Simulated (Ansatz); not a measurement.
## Molecular dynamics, with input and output: C2H7ClGe (part 2 of 5)

C2H7ClGe; RHF/def2-SVP (Ansatz 0.2.0). It belongs to a series of runs on one base structure; here: dynamics from the start.

Geometry of the input (Å):
```
Ge 0.0869  -0.1471  0.1021
H  0.1955  -0.2975  1.6228
C  1.8365  0.0748  -0.7290
H  2.4455  -0.8178  -0.5714
H  1.7276  0.2369  -1.8021
H  2.3579  0.9311  -0.3009
Cl -1.0220  1.7129  -0.2305
C  -0.9602  -1.5862  -0.6938
H  -1.9516  -1.6331  -0.2428
H  -1.0750  -1.4219  -1.7659
H  -0.4620  -2.5457  -0.5397
```

Log, continued:
```
md step   115: t =    57.50 fs  T =   443.2 K  F+E_penalty+E_count = -71137.08858798 eV  E_kin = 0.515555 eV  conserved = -71137.56818605 eV  (32 SCF iters)
md step   116: t =    58.00 fs  T =   385.4 K  F+E_penalty+E_count = -71137.00690092 eV  E_kin = 0.448352 eV  conserved = -71137.56691001 eV  (32 SCF iters)
md step   117: t =    58.50 fs  T =   354.9 K  F+E_penalty+E_count = -71136.95912104 eV  E_kin = 0.412852 eV  conserved = -71137.56644236 eV  (31 SCF iters)
md step   118: t =    59.00 fs  T =   359.2 K  F+E_penalty+E_count = -71136.95290611 eV  E_kin = 0.417814 eV  conserved = -71137.56670814 eV  (32 SCF iters)
md step   119: t =    59.50 fs  T =   396.1 K  F+E_penalty+E_count = -71136.98449254 eV  E_kin = 0.460827 eV  conserved = -71137.56743266 eV  (31 SCF iters)
md step   120: t =    60.00 fs  T =   456.9 K  F+E_penalty+E_count = -71137.04242081 eV  E_kin = 0.531560 eV  conserved = -71137.56835131 eV  (31 SCF iters)
md step   121: t =    60.50 fs  T =   529.0 K  F+E_penalty+E_count = -71137.11151358 eV  E_kin = 0.615443 eV  conserved = -71137.56931567 eV  (31 SCF iters)
md step   122: t =    61.00 fs  T =   598.5 K  F+E_penalty+E_count = -71137.17545293 eV  E_kin = 0.696205 eV  conserved = -71137.57024564 eV  (31 SCF iters)
md step   123: t =    61.50 fs  T =   651.3 K  F+E_penalty+E_count = -71137.21848484 eV  E_kin = 0.757716 eV  conserved = -71137.57100343 eV  (31 SCF iters)
md step   124: t =    62.00 fs  T =   676.3 K  F+E_penalty+E_count = -71137.22796846 eV  E_kin = 0.786736 eV  conserved = -71137.57130937 eV  (31 SCF iters)
md step   125: t =    62.50 fs  T =   668.4 K  F+E_penalty+E_count = -71137.19887961 eV  E_kin = 0.777585 eV  conserved = -71137.57081093 eV  (31 SCF iters)
md step   126: t =    63.00 fs  T =   633.9 K  F+E_penalty+E_count = -71137.13905998 eV  E_kin = 0.737422 eV  conserved = -71137.56935832 eV  (31 SCF iters)
md step   127: t =    63.50 fs  T =   591.4 K  F+E_penalty+E_count = -71137.07101970 eV  E_kin = 0.687982 eV  conserved = -71137.56736639 eV  (31 SCF iters)
md step   128: t =    64.00 fs  T =   566.3 K  F+E_penalty+E_count = -71137.02513108 eV  E_kin = 0.658856 eV  conserved = -71137.56588702 eV  (31 SCF iters)
md step   129: t =    64.50 fs  T =   577.6 K  F+E_penalty+E_count = -71137.02360121 eV  E_kin = 0.671939 eV  conserved = -71137.56601332 eV  (33 SCF iters)
md step   130: t =    65.00 fs  T =   623.9 K  F+E_penalty+E_count = -71137.06423700 eV  E_kin = 0.725790 eV  conserved = -71137.56787650 eV  (32 SCF iters)
md step   131: t =    65.50 fs  T =   681.9 K  F+E_penalty+E_count = -71137.11831460 eV  E_kin = 0.793273 eV  conserved = -71137.57032150 eV  (31 SCF iters)
md step   132: t =    66.00 fs  T =   719.5 K  F+E_penalty+E_count = -71137.14720770 eV  E_kin = 0.836989 eV  conserved = -71137.57180159 eV  (30 SCF iters)
md step   133: t =    66.50 fs  T =   714.7 K  F+E_penalty+E_count = -71137.12550755 eV  E_kin = 0.831456 eV  conserved = -71137.57150815 eV  (31 SCF iters)
md step   134: t =    67.00 fs  T =   667.5 K  F+E_penalty+E_count = -71137.05420294 eV  E_kin = 0.776491 eV  conserved = -71137.56969654 eV  (31 SCF iters)
md step   135: t =    67.50 fs  T =   597.7 K  F+E_penalty+E_count = -71136.95801836 eV  E_kin = 0.695382 eV  conserved = -71137.56731278 eV  (31 SCF iters)
md step   136: t =    68.00 fs  T =   534.6 K  F+E_penalty+E_count = -71136.87165947 eV  E_kin = 0.621872 eV  conserved = -71137.56541218 eV  (32 SCF iters)
md step   137: t =    68.50 fs  T =   502.4 K  F+E_penalty+E_count = -71136.82375638 eV  E_kin = 0.584512 eV  conserved = -71137.56463030 eV  (32 SCF iters)
md step   138: t =    69.00 fs  T =   512.7 K  F+E_penalty+E_count = -71136.82670334 eV  E_kin = 0.596496 eV  conserved = -71137.56494625 eV  (32 SCF iters)
md step   139: t =    69.50 fs  T =   562.8 K  F+E_penalty+E_count = -71136.87616150 eV  E_kin = 0.654685 eV  conserved = -71137.56589017 eV  (32 SCF iters)
md step   140: t =    70.00 fs  T =   640.8 K  F+E_penalty+E_count = -71136.95751537 eV  E_kin = 0.745415 eV  conserved = -71137.56697289 eV  (32 SCF iters)
md step   141: t =    70.50 fs  T =   731.9 K  F+E_penalty+E_count = -71137.05319420 eV  E_kin = 0.851436 eV  conserved = -71137.56795069 eV  (32 SCF iters)
md step   142: t =    71.00 fs  T =   821.9 K  F+E_penalty+E_count = -71137.14682820 eV  E_kin = 0.956109 eV  conserved = -71137.56878944 eV  (31 SCF iters)
md step   143: t =    71.50 fs  T =   898.2 K  F+E_penalty+E_count = -71137.22443499 eV  E_kin = 1.044871 eV  conserved = -71137.56947005 eV  (31 SCF iters)
md step   144: t =    72.00 fs  T =   951.0 K  F+E_penalty+E_count = -71137.27524665 eV  E_kin = 1.106381 eV  conserved = -71137.56983754 eV  (32 SCF iters)
md step   145: t =    72.50 fs  T =   975.8 K  F+E_penalty+E_count = -71137.29427535 eV  E_kin = 1.135245 eV  conserved = -71137.56962331 eV  (32 SCF iters)
md step   146: t =    73.00 fs  T =   976.3 K  F+E_penalty+E_count = -71137.28616222 eV  E_kin = 1.135804 eV  conserved = -71137.56867069 eV  (32 SCF iters)
md step   147: t =    73.50 fs  T =   965.9 K  F+E_penalty+E_count = -71137.26694861 eV  E_kin = 1.123692 eV  conserved = -71137.56722153 eV  (32 SCF iters)
md step   148: t =    74.00 fs  T =   963.9 K  F+E_penalty+E_count = -71137.25973722 eV  E_kin = 1.121343 eV  conserved = -71137.56598408 eV  (32 SCF iters)
md step   149: t =    74.50 fs  T =   986.0 K  F+E_penalty+E_count = -71137.28361443 eV  E_kin = 1.147052 eV  conserved = -71137.56579802 eV  (32 SCF iters)
md step   150: t =    75.00 fs  T =  1033.9 K  F+E_penalty+E_count = -71137.34104625 eV  E_kin = 1.202773 eV  conserved = -71137.56704296 eV  (34 SCF iters)
md step   151: t =    75.50 fs  T =  1091.0 K  F+E_penalty+E_count = -71137.41255724 eV  E_kin = 1.269166 eV  conserved = -71137.56921379 eV  (33 SCF iters)
md step   152: t =    76.00 fs  T =  1129.0 K  F+E_penalty+E_count = -71137.46463494 eV  E_kin = 1.313456 eV  conserved = -71137.57114682 eV  (33 SCF iters)
md step   153: t =    76.50 fs  T =  1123.2 K  F+E_penalty+E_count = -71137.46734138 eV  E_kin = 1.306625 eV  conserved = -71137.57179664 eV  (33 SCF iters)
md step   154: t =    77.00 fs  T =  1065.1 K  F+E_penalty+E_count = -71137.41030717 eV  E_kin = 1.239073 eV  conserved = -71137.57084524 eV  (33 SCF iters)
md step   155: t =    77.50 fs  T =   967.6 K  F+E_penalty+E_count = -71137.30784198 eV  E_kin = 1.125611 eV  conserved = -71137.56875911 eV  (33 SCF iters)
md step   156: t =    78.00 fs  T =   858.1 K  F+E_penalty+E_count = -71137.19185598 eV  E_kin = 0.998278 eV  conserved = -71137.56647997 eV  (33 SCF iters)
md step   157: t =    78.50 fs  T =   766.6 K  F+E_penalty+E_count = -71137.09734629 eV  E_kin = 0.891819 eV  conserved = -71137.56493782 eV  (33 SCF iters)
md step   158: t =    79.00 fs  T =   713.2 K  F+E_penalty+E_count = -71137.04813991 eV  E_kin = 0.829694 eV  conserved = -71137.56456202 eV  (34 SCF iters)
md step   159: t =    79.50 fs  T =   702.9 K  F+E_penalty+E_count = -71137.05023007 eV  E_kin = 0.817661 eV  conserved = -71137.56513602 eV  (34 SCF iters)
md step   160: t =    80.00 fs  T =   727.8 K  F+E_penalty+E_count = -71137.09478006 eV  E_kin = 0.846727 eV  conserved = -71137.56612481 eV  (33 SCF iters)
md step   161: t =    80.50 fs  T =   774.4 K  F+E_penalty+E_count = -71137.16610992 eV  E_kin = 0.900938 eV  conserved = -71137.56711420 eV  (32 SCF iters)
md step   162: t =    81.00 fs  T =   828.6 K  F+E_penalty+E_count = -71137.24828131 eV  E_kin = 0.963946 eV  conserved = -71137.56796951 eV  (33 SCF iters)
md step   163: t =    81.50 fs  T =   878.3 K  F+E_penalty+E_count = -71137.32771583 eV  E_kin = 1.021816 eV  conserved = -71137.56871040 eV  (33 SCF iters)
md step   164: t =    82.00 fs  T =   914.2 K  F+E_penalty+E_count = -71137.39343416 eV  E_kin = 1.063511 eV  conserved = -71137.56931510 eV  (33 SCF iters)
md step   165: t =    82.50 fs  T =   929.7 K  F+E_penalty+E_count = -71137.43765203 eV  E_kin = 1.081613 eV  conserved = -71137.56963183 eV  (33 SCF iters)
these checks for a lower state are left out or cut short: starts, cluster_reference, orbital_swaps, neighbouring_geometries, increment
1213 factors; integrals over basis functions are off by at most 5.6e-4 eV
mean field -71137.45797144 eV, -2614.2533617496 hartree, gradient 2.6e-5 eV, S^2 0.000000; 0 other end points of the search recorded, 0 dependent functions left out
the calculation of the forces begins
reference -71137.45797144 eV, -2614.2533617496 hartree; 34, 34 occupied and 79, 79 virtual orbitals, 1213 factors
1213 factors; integrals over basis functions are off by at most 5.6e-4 eV
mean field -71137.45797144 eV, -2614.2533617496 hartree, gradient 2.6e-5 eV, S^2 0.000000; 1 other end points of the search recorded, 0 dependent functions left out
the calculation of the forces begins
reference -71137.45797144 eV, -2614.2533617496 hartree; 34, 34 occupied and 79, 79 virtual orbitals, 1213 factors
md step   166: t =    83.00 fs  T =   923.6 K  F+E_penalty+E_count = -71137.45797144 eV  E_kin = 1.074407 eV  conserved = -71137.56945661 eV  (34 SCF iters)
```

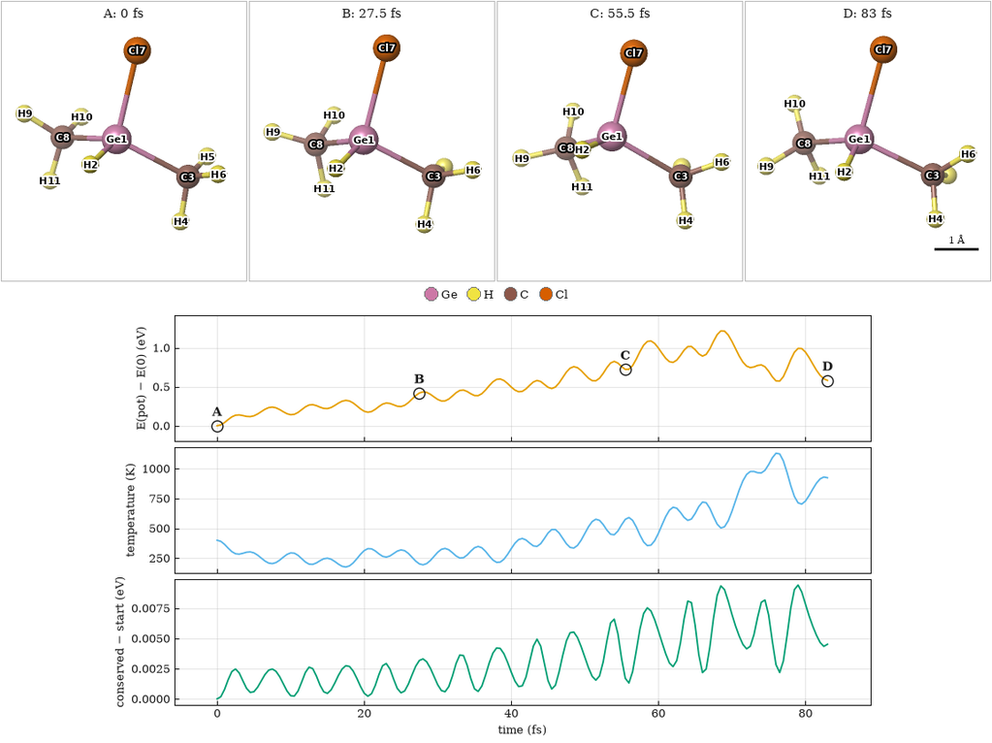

Fig. 1: Frames of the molecular dynamics (ball-and-stick, seen at a tilt) above the curves, on which the letters mark them. The trajectory kept here has 167 frames over 83 fs. The temperature starts at 400 K, ranges from 175 to 1129 K and averages 631 K over the second half. The potential energy ends 0.581 eV above its first value. The conserved quantity stays within 0.0094 eV. After an unweighted best fit of the last frame on the first, the root-mean-square displacement is 0.53 Å.

```
Total energy: -71137.45797144 eV, -2614.2533617496 hartree
Atom 0 at     0.048541    -0.175826     0.088669 Å, force     0.594702     0.844859    -0.361950 eV/Å
Atom 1 at     0.445332    -0.294787     1.579807 Å, force    -0.744237    -0.063512    -0.094101 eV/Å
Atom 2 at     1.826144     0.104320    -0.692383 Å, force     1.240601     0.279207    -2.285544 eV/Å
Atom 3 at     2.624364    -0.375652    -0.115955 Å, force    -0.332716    -0.346472     0.047700 eV/Å
Atom 4 at     1.991326    -0.200388    -1.801256 Å, force    -0.606305     0.352256     1.958660 eV/Å
Atom 5 at     2.112173     1.172575    -0.663491 Å, force    -0.500050    -0.335017     0.054504 eV/Å
Atom 6 at    -0.969984     1.805369    -0.219372 Å, force     0.157789    -0.918852     0.205134 eV/Å
Atom 7 at    -0.937584    -1.691121    -0.700065 Å, force    -0.496838    -0.088337     1.979162 eV/Å
Atom 8 at    -1.154094    -2.382475     0.157359 Å, force    -0.789196     0.862661    -0.713327 eV/Å
Atom 9 at    -1.791838    -1.474635    -1.366690 Å, force     0.453974    -0.132658     0.617800 eV/Å
Atom 10 at    -0.199038    -2.275788    -1.173594 Å, force     1.022277    -0.454136    -1.408039 eV/Å
Dipole moment:     0.206416    -0.616862    -0.031299 e Å
```

Trajectory as extended XYZ (Å, eV, eV/Å), 68 of the 167 frames kept, from step=0 to step=166:
```
11
Properties=species:S:1:pos:R:3:forces:R:3 step=0 time_fs=0.0 energy=-71138.03931 temperature=400.0
Ge    0.0869   -0.1471    0.1021    0.0001  -0.0002  -0.0011
H     0.1955   -0.2975    1.6228    0.0005  -0.0007   0.0008
C     1.8365    0.0748   -0.7290   -0.0015  -0.0003   0.0006
H     2.4455   -0.8178   -0.5714    0.0001  -0.0002  -0.0001
H     1.7276    0.2369   -1.8021   -0.0001   0.0004  -0.0001
H     2.3579    0.9311   -0.3009    0.0007   0.0002   0.0000
Cl   -1.0220    1.7129   -0.2305   -0.0003   0.0004  -0.0007
C    -0.9602   -1.5862   -0.6938    0.0012   0.0010   0.0006
H    -1.9516   -1.6331   -0.2428   -0.0006  -0.0002  -0.0001
H    -1.0750   -1.4219   -1.7659    0.0000   0.0000  -0.0001
H    -0.4620   -2.5457   -0.5397    0.0000  -0.0003   0.0002
11
Properties=species:S:1:pos:R:3:forces:R:3 step=2 time_fs=1.0 energy=-71137.99903 temperature=366.1
Ge    0.0865   -0.1476    0.1046   -0.0277   0.0286  -0.1517
H     0.1756   -0.2770    1.6273    0.0305  -0.0473   0.0025
C     1.8387    0.0678   -0.7306   -0.7349   0.7489  -0.7861
H     2.4498   -0.7917   -0.5983    0.5936  -0.9496   0.2935
H     1.7284    0.2185   -1.8180   -0.0661   0.0133   0.4209
H     2.3540    0.9290   -0.3256    0.1330   0.2330   0.1366
Cl   -1.0234    1.7179   -0.2306    0.0506  -0.0745  -0.0165
C    -0.9540   -1.5940   -0.6990   -0.6972   0.9060  -0.0440
H    -1.9552   -1.6315   -0.2438    0.3664  -0.1286  -0.0977
H    -1.0845   -1.4302   -1.7705    0.0504   0.0815   0.0312
H    -0.4456   -2.5249   -0.5665    0.3013  -0.8113   0.2114
11
Properties=species:S:1:pos:R:3:forces:R:3 step=5 time_fs=2.5 energy=-71137.90453 temperature=286.6
Ge    0.0857   -0.1484    0.1082   -0.0595   0.0586  -0.3348
H     0.1464   -0.2472    1.6341    0.0755  -0.1138  -0.0142
C     1.8408    0.0584   -0.7342   -1.2432   1.2740  -1.3580
H     2.4680   -0.7713   -0.6329    1.0192  -1.6191   0.5577
H     1.7283    0.1912   -1.8337   -0.1764   0.0694   0.7119
H     2.3507    0.9304   -0.3599    0.2168   0.3907   0.2396
Cl   -1.0255    1.7253   -0.2306    0.1211  -0.1771  -0.0413
C    -0.9459   -1.6044   -0.7069   -1.1885   1.6400  -0.0754
H    -1.9534   -1.6318   -0.2470    0.6389  -0.3199  -0.1314
H    -1.0977   -1.4411   -1.7767    0.1186   0.1863   0.0566
H    -0.4152   -2.5096   -0.6025    0.4775  -1.3890   0.3893
11
Properties=species:S:1:pos:R:3:forces:R:3 step=7 time_fs=3.5 energy=-71137.90911 temperature=290.4
Ge    0.0852   -0.1489    0.1106   -0.0769   0.0730  -0.4226
H     0.1277   -0.2286    1.6385    0.1058  -0.1555  -0.0359
C     1.8411    0.0534   -0.7379   -0.8206   0.9163  -1.2350
H     2.4917   -0.7761   -0.6496    0.6549  -1.1758   0.5903
H     1.7262    0.1737   -1.8360   -0.2502   0.1190   0.6188
H     2.3510    0.9358   -0.3801    0.1652   0.2972   0.2239
Cl   -1.0269    1.7302   -0.2307    0.1622  -0.2378  -0.0576
C    -0.9416   -1.6097   -0.7122   -0.8747   1.4023  -0.0677
H    -1.9449   -1.6356   -0.2507    0.5649  -0.4261  -0.0543
H    -1.1051   -1.4463   -1.7802    0.1564   0.2347   0.0477
H    -0.3894   -2.5152   -0.6221    0.2130  -1.0473   0.3923
11
Properties=species:S:1:pos:R:3:forces:R:3 step=10 time_fs=5.0 energy=-71137.91233 temperature=294.2
Ge    0.0845   -0.1496    0.1141   -0.0959   0.0913  -0.5131
H     0.1017   -0.2035    1.6444    0.1499  -0.2126  -0.0713
C     1.8405    0.0471   -0.7452    0.4111  -0.0081  -0.5243
H     2.5368   -0.8015   -0.6643   -0.3942   0.0912   0.5297
H     1.7184    0.1498   -1.8294   -0.3420   0.1803   0.1237
H     2.3540    0.9485   -0.4067   -0.0198  -0.0559   0.1233
Cl   -1.0289    1.7374   -0.2308    0.2160  -0.3208  -0.0808
C    -0.9363   -1.6157   -0.7202    0.2273   0.4735  -0.0826
H    -1.9229   -1.6491   -0.2567    0.1371  -0.5299   0.1736
H    -1.1134   -1.4497   -1.7847    0.1967   0.2664   0.0094
H    -0.3484   -2.5401   -0.6447   -0.4863   0.0245   0.3125
11
Properties=species:S:1:pos:R:3:forces:R:3 step=12 time_fs=6.0 energy=-71137.85852 temperature=250.3
Ge    0.0839   -0.1501    0.1163   -0.1007   0.1043  -0.5592
H     0.0860   -0.1892    1.6476    0.1765  -0.2456  -0.0877
C     1.8403    0.0430   -0.7507    1.0872  -0.4204   0.0624
H     2.5637   -0.8193   -0.6677   -0.9710   0.7580   0.4636
H     1.7092    0.1358   -1.8228   -0.3780   0.1972  -0.2966
H     2.3561    0.9568   -0.4228   -0.1462  -0.3022   0.0522
Cl   -1.0301    1.7422   -0.2310    0.2489  -0.3739  -0.0945
C    -0.9327   -1.6192   -0.7257    0.9381  -0.0571  -0.1043
H    -1.9059   -1.6643   -0.2590   -0.2074  -0.5548   0.3288
H    -1.1167   -1.4489   -1.7876    0.2080   0.2622  -0.0135
H    -0.3257   -2.5580   -0.6560   -0.8554   0.6323   0.2488
11
Properties=species:S:1:pos:R:3:forces:R:3 step=15 time_fs=7.5 energy=-71137.80047 temperature=203.9
Ge    0.0831   -0.1508    0.1195   -0.0945   0.1317  -0.6279
H     0.0656   -0.1722    1.6507    0.2087  -0.2847  -0.0889
C     1.8417    0.0361   -0.7588    1.4234  -0.5704   0.6274
H     2.5861   -0.8317   -0.6647   -1.3304   1.1432   0.3561
H     1.6886    0.1183   -1.8191   -0.3599   0.1693  -0.6612
H     2.3563    0.9635   -0.4463   -0.2389  -0.4862  -0.0014
Cl   -1.0319    1.7491   -0.2312    0.2961  -0.4542  -0.1102
C    -0.9257   -1.6246   -0.7341    1.3567  -0.3775  -0.0266
H    -1.8847   -1.6972   -0.2563   -0.4519  -0.5053   0.3889
H    -1.1179   -1.4430   -1.7921    0.1947   0.2267  -0.0156
H    -0.3074   -2.5728   -0.6686   -1.0040   1.0071   0.1595
11
Properties=species:S:1:pos:R:3:forces:R:3 step=17 time_fs=8.5 energy=-71137.83192 temperature=232.8
Ge    0.0825   -0.1512    0.1216   -0.0828   0.1560  -0.6796
H     0.0544   -0.1641    1.6518    0.2236  -0.3022  -0.0715
C     1.8441    0.0309   -0.7636    1.1169  -0.3972   0.5954
H     2.5856   -0.8267   -0.6582   -1.2033   0.9752   0.2945
H     1.6704    0.1087   -1.8240   -0.2746   0.1140  -0.5540
H     2.3537    0.9624   -0.4619   -0.2104  -0.4295   0.0098
Cl   -1.0329    1.7536   -0.2314    0.3267  -0.5090  -0.1165
C    -0.9197   -1.6285   -0.7398    1.0653  -0.2559   0.1515
H    -1.8755   -1.7253   -0.2500   -0.3241  -0.3970   0.2548
H    -1.1163   -1.4363   -1.7953    0.1668   0.1877   0.0096
H    -0.3069   -2.5712   -0.6751   -0.8041   0.8577   0.1059
11
Properties=species:S:1:pos:R:3:forces:R:3 step=20 time_fs=10.0 energy=-71137.89828 temperature=293.9
Ge    0.0817   -0.1519    0.1246   -0.0577   0.1959  -0.7638
H     0.0414   -0.1574    1.6521    0.2357  -0.3139  -0.0239
C     1.8492    0.0226   -0.7702   -0.1191   0.2744   0.0307
H     2.5647   -0.8035   -0.6433   -0.4585   0.0947   0.2595
H     1.6385    0.0958   -1.8401   -0.0343  -0.0043   0.0094
H     2.3464    0.9538   -0.4853   -0.0519  -0.1047   0.0811
Cl   -1.0344    1.7601   -0.2317    0.3705  -0.5928  -0.1187
C    -0.9092   -1.6347   -0.7481   -0.0080   0.3867   0.5266
H    -1.8665   -1.7745   -0.2366    0.1193  -0.1261  -0.1136
H    -1.1111   -1.4229   -1.7999    0.1068   0.1107   0.0728
H    -0.3192   -2.5548   -0.6831   -0.1029   0.0794   0.0398
```
